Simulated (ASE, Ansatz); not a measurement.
# Relaxing 1T-TiS2/h-SiC heterobilayer (86 atoms)

How does 1T-TiS2/h-SiC heterobilayer (86 atoms) relax, and what do bonds, charges and levels look like afterwards?

Calculated with Ansatz 0.2.0; Kohn-Sham DFT, PBE+D3(BJ), PAW (set soft_2), plane waves.

## 1. Set-up

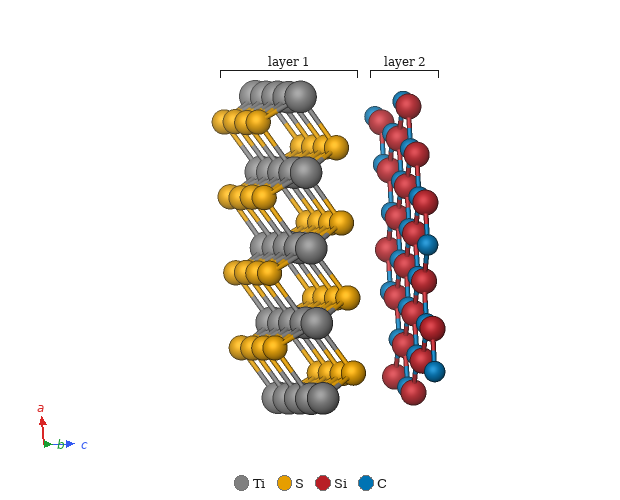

The starting structure, seen from the side, with the c axis across the page (titanium grey, sulfur orange, silicon red, carbon blue). Some periodic images of atoms are drawn too.

The cell holds 86 atoms: 16 Ti, 32 S, 19 Si and 19 C. Its edges and angles: a = 13.576 Å, b = 13.576 Å, c = 22.050 Å, α = 90.0°, β = 90.0°, γ = 120.0°. It derives from TiS2 and SiC. 16 cells of 1T-TiS2 (a = 3.41 Å, strained -0.47 %) and 19 cells of h-SiC (a = 3.1 Å, +0.47 %) on one hexagonal cell, twist 36.59 deg; facing planes 3.19 Å apart; 16 Å of vacuum; displaced by a Gaussian of 0.01 Å. Regions: layer 1, 48 atoms (16 Ti and 32 S); layer 2, 38 atoms (19 Si and 19 C). Vacuum lies along c.

Limits known from the start: The main run has no spin polarisation, so moments on Ti can't form in it, and no Hubbard term. The Brillouin zone is sampled at Γ only, in a cell whose shortest periodic width is 12 Å.

## 2. Single point at the start

The forces at the start show how far the geometry lies from a minimum of this functional.

Input file input.yaml:

```yaml
crystal:
  lattice:
    - [13.5763, 0.0, 0.0]
    - [-6.78815, 11.75742, 0.0]
    - [0.0, 0.0, 22.05]
  atoms:
    - { symbol: Ti, position: [0.00097, 0.00073, 0.42828] }
    - { symbol: S, position: [0.08343, 0.16739, 0.49216] }
    - { symbol: S, position: [0.16694, 0.08253, 0.36308] }
    - { symbol: Ti, position: [0.99941, 0.25007, 0.42748] }
    [... 76 atom lines left out ...]
    - { symbol: Si, position: [0.7554, 0.25771, 0.63736] }
    - { symbol: C, position: [0.77487, 0.13514, 0.63735] }
    - { symbol: Si, position: [0.70373, 0.62501, 0.6366] }
    - { symbol: C, position: [0.72011, 0.50235, 0.63758] }
    - { symbol: Si, position: [0.8091, 0.8904, 0.63679] }
    - { symbol: C, position: [0.82782, 0.76524, 0.63667] }
kpoints:
  mp_grid: { grid: [1, 1, 1] }
hamiltonian:
  xc: pbe
  dispersion: d3bj
scf:
  occupations: { method: gaussian, width: 0.05 }
output:
  forces: true
  populations: intrinsic
  dos:
    method: { smearing: { sigma: 0.1 } }
    de: 0.1
    projected:
      site_lists:
        C: [C]
        S: [S]
        Si: [Si]
        Ti: [Ti]
        layer_1: [0, 1, 2, 3, 4, 5, 6, 7, 8, 9, 10, 11, 12, 13, 14, 15, 16, 17, 18, 19, 20, 21, 22, 23, 24, 25, 26, 27, 28, 29, 30, 31, 32, 33, 34, 35, 36, 37, 38, 39, 40, 41, 42, 43, 44, 45, 46, 47]
        layer_2: [48, 49, 50, 51, 52, 53, 54, 55, 56, 57, 58, 59, 60, 61, 62, 63, 64, 65, 66, 67, 68, 69, 70, 71, 72, 73, 74, 75, 76, 77, 78, 79, 80, 81, 82, 83, 84, 85]
  eigenvalues: true
```

Run with:

```bash
> ansatz run input.yaml --threads 4 --pin off --max-ram 8192MiB --backend cpu --events-out ev --progress --plain --runs-dir out
```

Elapsed: 44 s, on 4 threads of Arm Neoverse V2, shared host; peak memory 4 GiB; 2.9 min of CPU time.

Read from the output:

```
free energy                             : -85779.7307 eV
free energy per atom                    : -997.4387 eV/atom
SCF cycles                              : 14
r.m.s. force component                  : 0.2773 eV/Å
longest force                           : 1.314 eV/Å
Fermi energy                            : -0.212 eV
levels partly filled by over 2 per cent : 5
```

The r.m.s. force component of 0.28 eV/Å sets the starting point.

Length of the force by element:

| element | coordination | atoms | mean length of the force (eV/Å) | spread | least | most |
| --- | --- | --- | --- | --- | --- | --- |
| C | all | 19 | 0.654 | 0.287 | 0.252 | 1.31 |
| S | all | 32 | 0.170 | 0.0684 | 0.0549 | 0.342 |
| Si | all | 19 | 0.627 | 0.232 | 0.297 | 1.23 |
| Ti | all | 16 | 0.173 | 0.0789 | 0.0641 | 0.335 |

## 3. Relaxation

The atoms are relaxed in the fixed cell, aiming at the force tolerance of the input.

input.yaml, the sections that differ from step 2:

```yaml
output:
  forces: true
relax:
  f_tol: 0.05
  max_steps: 173
# crystal, kpoints, hamiltonian, scf: as in step 2
```

Elapsed: 3.4 min, on 4 threads; peak memory 3.9 GiB; 13 min of CPU time.

Relaxation path:

| step | energy less that of the first step (eV) | largest force component (eV/Å) |
| --- | --- | --- |
| 1 | 0.0000 | 1.2945 |
| 2 | -0.2984 | 0.7007 |
| 3 | -0.5938 | 0.4737 |
| 4 | -0.0503 | 1.7892 |
| 5 | -0.8321 | 0.5885 |
| 6 | -0.9091 | 0.6747 |
| 7 | -1.0149 | 0.1787 |
| 8 | -1.0506 | 0.0968 |
| 9 | -1.0612 | 0.0324 |

Relaxation step 4 was tried and not accepted.

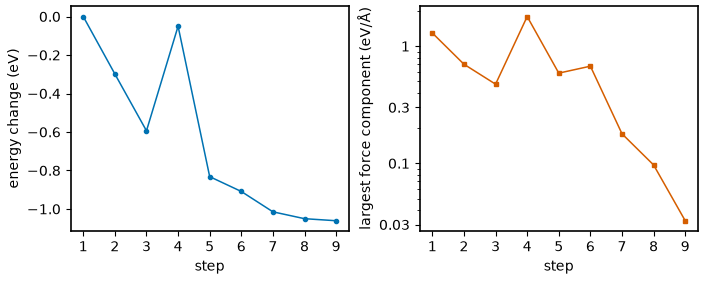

Energy and largest force along the relaxation.

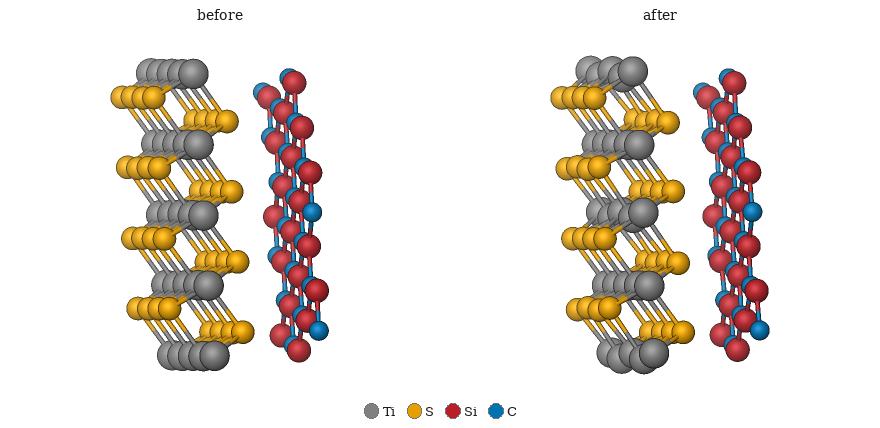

Before and after, at one scale.

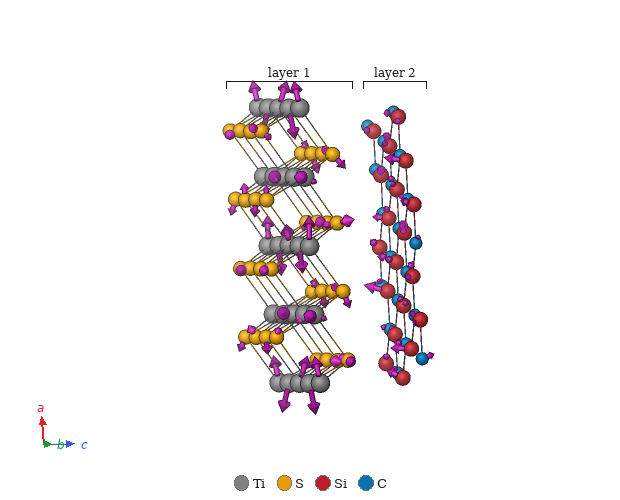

Displacements in the relaxation, exaggerated; the longest in the cell stands for 0.16 Å. Some periodic images of atoms are drawn too.

The atoms that moved most (Å):

| atom | dx | dy | dz | length |
| --- | --- | --- | --- | --- |
| Ti22 | -0.087 | 0.128 | 0.013 | 0.155 |
| Ti40 | -0.075 | 0.127 | -0.015 | 0.149 |
| Ti46 | -0.073 | 0.125 | 0.023 | 0.146 |
| Ti16 | -0.066 | 0.127 | -0.022 | 0.145 |
| Ti10 | -0.083 | -0.104 | 0.031 | 0.136 |
| Ti28 | -0.074 | -0.113 | 0.016 | 0.136 |
| Ti4 | -0.067 | -0.116 | -0.019 | 0.136 |
| Ti25 | 0.130 | 0.016 | 0.004 | 0.131 |

The relaxation changed the energy by -12.3 meV/atom, and atoms moved by 0.067 Å r.m.s., 0.15 Å at most.

## 4. Local order after relaxation

Bonds before and after, by the cutoffs listed below:

| pair | bonds before | bonds after | mean before (Å) | mean after (Å) | spread before (Å) | spread after (Å) |
| --- | --- | --- | --- | --- | --- | --- |
| S-Ti | 96 | 96 | 2.425 | 2.431 | 0.014 | 0.093 |
| C-Si | 57 | 57 | 1.798 | 1.799 | 0.016 | 0.003 |

Normalised to the volume that the atoms fill. Pair distribution functions g(r), in bins of 0.2 Å:

| r (Å) | total | S-S | S-C | S-Si | S-Ti | C-C | C-Si |
| --- | --- | --- | --- | --- | --- | --- | --- |
| 1.70 | 1.77 | 0.00 | 0.00 | 0.00 | 0.00 | 0.00 | 18.10 |
| 1.90 | 0.71 | 0.00 | 0.00 | 0.00 | 0.00 | 0.00 | 7.30 |
| 2.10 | 0.00 | 0.00 | 0.00 | 0.00 | 0.00 | 0.00 | 0.00 |
| 2.30 | 0.62 | 0.00 | 0.00 | 0.00 | 4.46 | 0.00 | 0.00 |
| 2.50 | 1.62 | 0.00 | 0.00 | 0.00 | 11.69 | 0.00 | 0.00 |
| 2.70 | 0.02 | 0.00 | 0.00 | 0.00 | 0.15 | 0.00 | 0.00 |
| 2.90 | 0.00 | 0.00 | 0.00 | 0.00 | 0.00 | 0.00 | 0.00 |
| 3.10 | 1.67 | 0.00 | 0.00 | 0.26 | 0.00 | 16.65 | 0.00 |
| 3.30 | 1.13 | 4.64 | 0.62 | 0.62 | 0.00 | 0.00 | 0.00 |
| 3.50 | 1.96 | 7.77 | 0.76 | 0.41 | 0.00 | 0.00 | 4.13 |
| 3.70 | 0.39 | 0.00 | 0.54 | 0.56 | 0.00 | 0.00 | 2.17 |
| 3.90 | 0.18 | 0.00 | 0.50 | 0.60 | 0.00 | 0.00 | 0.00 |
| 4.10 | 0.68 | 0.00 | 0.34 | 0.45 | 3.98 | 0.00 | 0.00 |
| 4.30 | 0.38 | 0.00 | 0.55 | 0.46 | 1.57 | 0.00 | 0.00 |
| 4.50 | 0.14 | 0.00 | 0.25 | 0.59 | 0.00 | 0.00 | 0.00 |
| 4.70 | 1.03 | 0.00 | 0.69 | 0.41 | 0.00 | 0.00 | 7.15 |
| 4.90 | 0.51 | 2.05 | 0.25 | 0.35 | 0.00 | 0.00 | 0.00 |
| 5.10 | 0.27 | 0.00 | 0.45 | 0.36 | 0.00 | 0.00 | 0.00 |
| 5.30 | 1.12 | 0.00 | 0.46 | 0.36 | 3.45 | 4.05 | 0.00 |
| 5.50 | 0.81 | 0.00 | 0.22 | 0.37 | 3.22 | 1.55 | 0.00 |
| 5.70 | 0.43 | 0.60 | 0.52 | 0.37 | 0.00 | 0.00 | 0.00 |
| 5.90 | 0.93 | 4.61 | 0.32 | 0.29 | 0.00 | 0.00 | 0.00 |
| 6.10 | 0.41 | 0.33 | 0.43 | 0.75 | 0.00 | 0.00 | 0.00 |
| 6.30 | 0.73 | 0.00 | 0.77 | 0.58 | 0.00 | 4.20 | 0.00 |
| 6.50 | 0.68 | 0.00 | 0.62 | 0.64 | 0.00 | 0.00 | 3.88 |
| 6.70 | 0.69 | 1.77 | 0.49 | 0.68 | 0.00 | 0.00 | 0.00 |
| 6.90 | 0.32 | 0.32 | 0.68 | 0.46 | 0.00 | 0.00 | 0.00 |
| 7.10 | 0.68 | 0.00 | 0.64 | 0.66 | 1.76 | 0.00 | 1.22 |

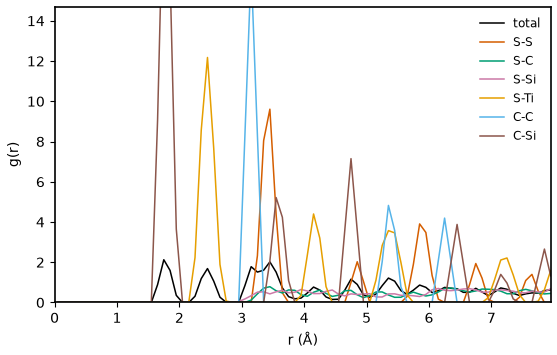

Pair distribution functions, lightly smoothed, with peaks cut at 14.

Bonds by pair of elements; cutoffs follow the first minimum of g(r), held within bounds set by covalent radii, and pairs that aren't listed don't count as bonded:

| pair A-B | cutoff (Å) | bonds | mean length (Å) | spread (Å) | shortest (Å) | B about A | A about B |
| --- | --- | --- | --- | --- | --- | --- | --- |
| S-Ti | 3.1 | 96 | 2.43 | 0.093 | 2.30 | 3 | 6 |
| C-Si | 2.23 | 57 | 1.80 | 0.003 | 1.79 | 3 | 3 |

How many atoms have how many bonded neighbours:

| element | mean | 3 | 6 |
| --- | --- | --- | --- |
| C | 3 | 19 | 0 |
| S | 3 | 32 | 0 |
| Si | 3 | 19 | 0 |
| Ti | 6 | 0 | 16 |

Bond angles, per cent of each kind in bins of 5°:

| angle (°) | S-Ti-S | Ti-S-Ti | C-Si-C | Si-C-Si |
| --- | --- | --- | --- | --- |
| 85–90 | 52.9 | 92.7 | 0.0 | 0.0 |
| 90–95 | 22.1 | 7.3 | 0.0 | 0.0 |
| 95–100 | 5.0 | 0.0 | 0.0 | 0.0 |
| 100–105 | 0.0 | 0.0 | 0.0 | 0.0 |
| 105–110 | 0.0 | 0.0 | 0.0 | 0.0 |
| 110–115 | 0.0 | 0.0 | 0.0 | 0.0 |
| 115–120 | 0.0 | 0.0 | 56.1 | 47.4 |
| 120–125 | 0.0 | 0.0 | 43.9 | 52.6 |
| 125–130 | 0.0 | 0.0 | 0.0 | 0.0 |
| 130–135 | 0.0 | 0.0 | 0.0 | 0.0 |
| 135–140 | 0.0 | 0.0 | 0.0 | 0.0 |
| 140–145 | 0.0 | 0.0 | 0.0 | 0.0 |
| 145–150 | 0.0 | 0.0 | 0.0 | 0.0 |
| 150–155 | 0.0 | 0.0 | 0.0 | 0.0 |
| 155–160 | 0.0 | 0.0 | 0.0 | 0.0 |
| 160–165 | 0.0 | 0.0 | 0.0 | 0.0 |
| 165–170 | 0.0 | 0.0 | 0.0 | 0.0 |
| 170–175 | 10.0 | 0.0 | 0.0 | 0.0 |
| 175–180 | 10.0 | 0.0 | 0.0 | 0.0 |

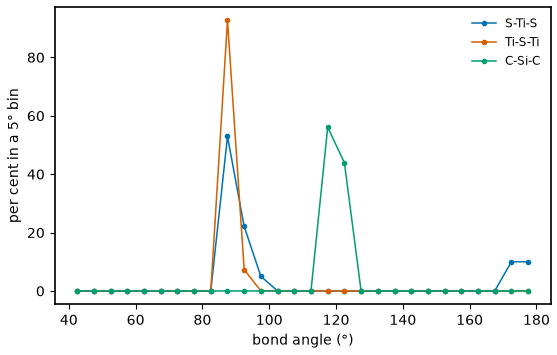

Distributions of the most common bond angles.

Bond angles (no mean is given where the spread exceeds 20°):

| angle | count | mean (°) | spread (°) |
| --- | --- | --- | --- |
| S-Ti-S | 240 | - | - |
| Ti-S-Ti | 96 | 88.6 | 1.1 |
| C-Si-C | 57 | 120 | 0.3 |
| Si-C-Si | 57 | 120 | 0.3 |

Counting bonds as in the table, all C atoms have 3, all S atoms have 3, all Si atoms have 3 and all Ti atoms have 6 bonded neighbours.

## 5. Single point at the relaxed geometry

One more single point at the end of the walk gives the fuller output and checks the residual forces.

Input file input.yaml:

```yaml
crystal:
  lattice:
    - [13.5763, 0.0, 0.0]
    - [-6.78815, 11.75742, 0.0]
    - [0.0, 0.0, 22.05]
  atoms:
    - { symbol: Ti, position: [0.00975, 0.00159, 0.42754] }
    - { symbol: S, position: [0.08246, 0.16754, 0.49151] }
    - { symbol: S, position: [0.16287, 0.07928, 0.36219] }
    - { symbol: Ti, position: [0.98951, 0.24018, 0.42662] }
    [... 76 atom lines left out ...]
    - { symbol: Si, position: [0.75747, 0.2563, 0.63764] }
    - { symbol: C, position: [0.77413, 0.13301, 0.63863] }
    - { symbol: Si, position: [0.70494, 0.62463, 0.63623] }
    - { symbol: C, position: [0.72244, 0.50202, 0.63754] }
    - { symbol: Si, position: [0.81012, 0.88844, 0.63328] }
    - { symbol: C, position: [0.82723, 0.7653, 0.63661] }
kpoints:
  mp_grid: { grid: [1, 1, 1] }
hamiltonian:
  xc: pbe
  dispersion: d3bj
scf:
  occupations: { method: gaussian, width: 0.05 }
output:
  forces: true
  populations: true
  dos:
    method: { smearing: { sigma: 0.08 } }
    de: 0.1
    projected:
      site_lists:
        C: [C]
        S: [S]
        Si: [Si]
        Ti: [Ti]
        layer_1: [0, 1, 2, 3, 4, 5, 6, 7, 8, 9, 10, 11, 12, 13, 14, 15, 16, 17, 18, 19, 20, 21, 22, 23, 24, 25, 26, 27, 28, 29, 30, 31, 32, 33, 34, 35, 36, 37, 38, 39, 40, 41, 42, 43, 44, 45, 46, 47]
        layer_2: [48, 49, 50, 51, 52, 53, 54, 55, 56, 57, 58, 59, 60, 61, 62, 63, 64, 65, 66, 67, 68, 69, 70, 71, 72, 73, 74, 75, 76, 77, 78, 79, 80, 81, 82, 83, 84, 85]
  eigenvalues: true
  write_density: true
  write_potential: true
  volumetric_format: npy
```

It took 46 s on 4 threads; peak memory 4 GiB; 3 min of CPU time.

Numbers from this run:

```
free energy                                      : -85780.7919 eV
free energy per atom                             : -997.4511 eV/atom
SCF cycles                                       : 14
r.m.s. force component                           : 0.00965 eV/Å
longest force                                    : 0.03831 eV/Å
Fermi energy                                     : -0.387 eV
gap (highest filled to lowest empty level) : 0.3719 eV
spilling of the projection                       : 0.008176
```

Löwdin charges by element (they lack the spilled electrons, 0.051 e an atom on average):

| element | coordination | atoms | mean charge (e) | spread | least | most |
| --- | --- | --- | --- | --- | --- | --- |
| C | all | 19 | -0.981 | 0.0067 | -0.990 | -0.967 |
| S | all | 32 | -0.317 | 0.011 | -0.339 | -0.301 |
| Si | all | 19 | 1.10 | 0.0013 | 1.09 | 1.10 |
| Ti | all | 16 | 0.767 | 0.0074 | 0.761 | 0.781 |

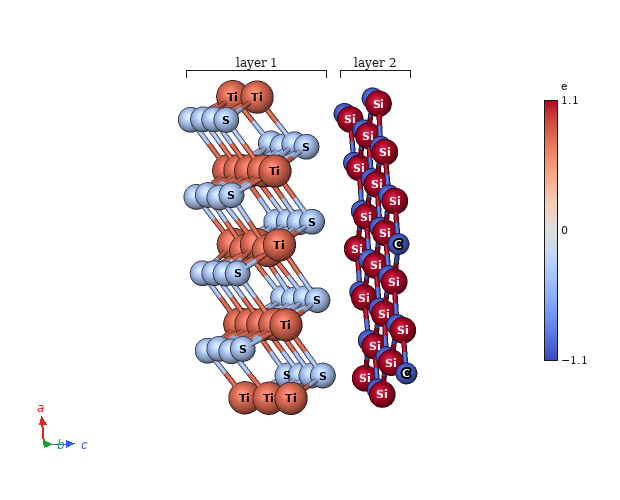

Atoms coloured by Löwdin charge. Some periodic images of atoms are drawn too.

By region:

| region | atoms | mean length of the force (eV/Å) |
| --- | --- | --- |
| layer 1 | 48 | 0.017 |
| layer 2 | 38 | 0.012 |

States in the cell by windows of 1 eV, zero at the Fermi level; the larger projections on atomic orbitals stand beside the total:

| from (eV) | to (eV) | total | layer 1 | S p | Ti d | layer 2 | C p | Si p |
| --- | --- | --- | --- | --- | --- | --- | --- | --- |
| -18 | -14 | 0.0 | 0.0 | 0.0 | 0.0 | 0.0 | 0.0 | 0.0 |
| -14 | -13 | 9.4 | 6.6 | 0.1 | 0.0 | 2.8 | 0.1 | 0.2 |
| -13 | -12 | 52.2 | 40.5 | 0.6 | 2.5 | 11.5 | 0.6 | 2.2 |
| -12 | -11 | 28.4 | 16.5 | 0.2 | 1.2 | 11.7 | 0.7 | 3.2 |
| -11 | -10 | 12.0 | 0.1 | 0.0 | 0.0 | 11.8 | 0.5 | 3.8 |
| -10 | -8 | 0.0 | 0.0 | 0.0 | 0.0 | 0.0 | 0.0 | 0.0 |
| -8 | -7 | 3.2 | 0.0 | 0.0 | 0.0 | 3.2 | 1.6 | 0.4 |
| -7 | -6 | 20.8 | 0.1 | 0.1 | 0.0 | 20.5 | 10.4 | 2.8 |
| -6 | -5 | 6.2 | 6.1 | 4.1 | 1.1 | 0.1 | 0.0 | 0.0 |
| -5 | -4 | 56.1 | 40.3 | 30.9 | 6.6 | 15.2 | 8.4 | 5.6 |
| -4 | -3 | 50.3 | 35.7 | 26.0 | 7.8 | 13.8 | 8.2 | 3.1 |
| -3 | -2 | 96.7 | 62.7 | 43.2 | 17.6 | 32.9 | 21.8 | 10.6 |
| -2 | -1 | 47.1 | 36.4 | 31.3 | 4.5 | 10.0 | 7.7 | 2.3 |
| -1 | 0 | 25.6 | 8.8 | 6.1 | 2.4 | 16.2 | 12.6 | 3.6 |
| 0 | 1 | 26.6 | 25.3 | 4.7 | 20.1 | 0.6 | 0.5 | 0.1 |
| 1 | 2 | 65.8 | 64.3 | 11.4 | 52.3 | 0.6 | 0.3 | 0.2 |
| 2 | 3 | 25.3 | 21.2 | 5.5 | 14.7 | 2.6 | 0.7 | 1.9 |

The curve was stored every 0.100 eV, coarse against its broadening of 0.08 eV, so these counts are rough.

The stored curve holds about 408 of the 536 electrons; the rest, give or take the few that broadening carries across the Fermi level, lie in deeper levels below its range.

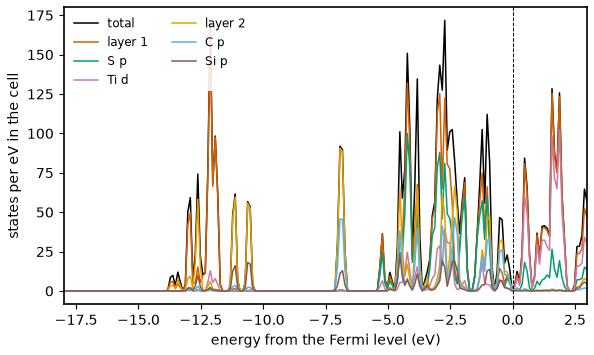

Total and projected density of states, with the broadening of the input.

The levels nearest the highest filled one (over half full), pooled over k-points and spins:

| level less the highest filled one (eV) | occupation |
| --- | --- |
| -0.312 | 2 |
| -0.250 | 2 |
| -0.242 | 2 |
| -0.186 | 2 |
| -0.0042 | 2 |
| 0 | 2 |
| 0.372 | 0 |
| 0.633 | 0 |
| 0.640 | 0 |
| 0.644 | 0 |
| 0.691 | 0 |
| 0.707 | 0 |

Planar average of the electrostatic potential energy along the normal, with the Fermi level as zero, after a running mean with a triangular window 4 Å wide at its base:

| height (Å) | potential energy (eV) |
| --- | --- |
| 0.0 | 5.57 |
| 0.9 | 5.60 |
| 1.8 | 5.63 |
| 2.6 | 5.66 |
| 3.5 | 5.69 |
| 4.4 | 5.72 |
| 5.3 | 5.63 |
| 6.2 | 4.42 |
| 7.1 | 1.11 |
| 7.9 | -3.45 |
| 8.8 | -6.44 |
| 9.7 | -7.07 |
| 10.6 | -5.05 |
| 11.3 | -1.98 |
| 12.2 | -0.13 |
| 13.1 | -3.39 |
| 14.0 | -6.94 |
| 14.8 | -3.71 |
| 15.7 | 2.05 |
| 16.6 | 4.99 |
| 17.5 | 5.38 |
| 18.4 | 5.44 |
| 19.3 | 5.47 |
| 20.1 | 5.50 |
| 21.0 | 5.53 |
| 21.9 | 5.56 |

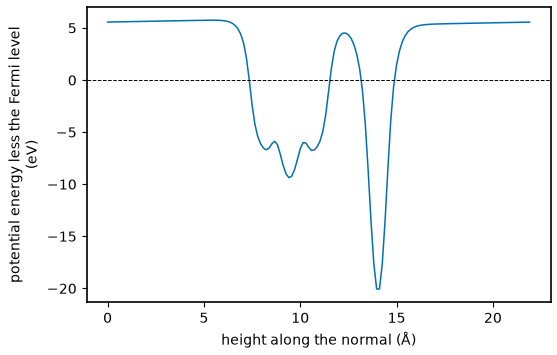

Planar average of the electrostatic potential energy; the dashed line is the Fermi level.

Mean Löwdin charges: C -0.98, S -0.32, Si +1.10, Ti +0.77 e (they miss 0.82 % of the electrons, so they add up to more than the cell's charge). Just under the Fermi level the largest share is C p (50 % of the projected weight), just over it Ti d (74 % of the projected weight). The potential slopes across the vacuum by 0.036 eV/Å: the slab bears a dipole, and with periodic images along the normal there is no flat vacuum level to read.

## 6. What came out

```json
{"energy change in the relaxation": "-12.34 meV/atom", "r.m.s. displacement": "0.067 Å", "largest displacement": "0.155 Å", "free energy per atom": "-997.4511 eV/atom", "r.m.s. force component": "0.00965 eV/Å", "gap (highest filled to lowest empty level)": "0.3719 eV", "wall time of the 3 DFT runs": "4.9 min"}
```

**Reading.** Relaxation lowers the energy by 12.3 meV/atom and moves atoms by 0.067 Å r.m.s.; the r.m.s. force component goes from 0.28 to 0.0097 eV/Å. By the final cutoffs no bond was broken or made. From the first step to the last the energy fell by 1.061 eV, and the largest move was 0.16 Å (Ti22). The S-Ti bonds change most in mean length: from 2.425 Å (spread 0.014) to 2.431 Å (spread 0.093). Counting bonds as in the table, all C atoms have 3, all S atoms have 3, all Si atoms have 3 and all Ti atoms have 6 bonded neighbours. The highest filled and lowest empty levels differ by 0.372 eV at Γ alone; the mesh holds the band edges only if they fold onto it, so the gap at this level can be narrower or closed, while semilocal functionals tend to narrow gaps against experiment.

**Limits.** The slab bears a dipole and has periodic images along its normal, so a spurious field crosses the vacuum.

[Logs are printed without paths, hosts, clocks, repeated set-up lines and the standing remarks that a program may print on its own settings, such as how far it seeks lower states.]

[Hosts, paths, dates, database ids (printed as entryN), source tags and the programs' standing remarks are cut or masked in the printed files.]
